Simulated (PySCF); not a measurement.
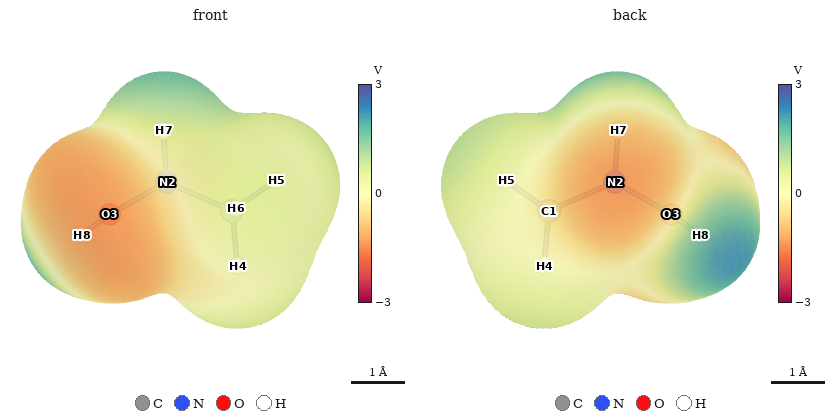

CH5NO (SMILES CNO). The electrostatic potential painted on the density surface at 0.002 e/bohr³, seen from the front and from behind; red is negative and blue positive.

Geometry: PBE0-D3(BJ)/def2-TZVP.

Computed with PBE0/pcSseg-2, SCF density, gas phase, non-relativistic in PySCF.

```
atom    x (Å)    y (Å)    z (Å)
   C  -0.8370  -0.1313   0.0187
   N   0.4446   0.5129   0.2102
   O   1.4490  -0.3612  -0.2956
   H  -0.9252  -0.9740   0.7063
   H  -1.6170   0.5945   0.2618
   H  -0.9890  -0.4969  -1.0047
   H   0.4958   1.3174  -0.4072
   H   2.0332  -0.4816   0.4577
```

Question: Which sites attract a positive test charge, and which a negative one?

Answer: A positive charge is drawn to the negative regions and a negative charge to the positive ones. The most negative region (about −1.4 V, or −32 kcal/mol for a unit charge) lies over N2 and O3, the most positive (about +2.2 V, or +51 kcal/mol for a unit charge) over H8.

Question: How polar is the molecule by this calculation?

Answer: Its dipole moment is 0.69 D.
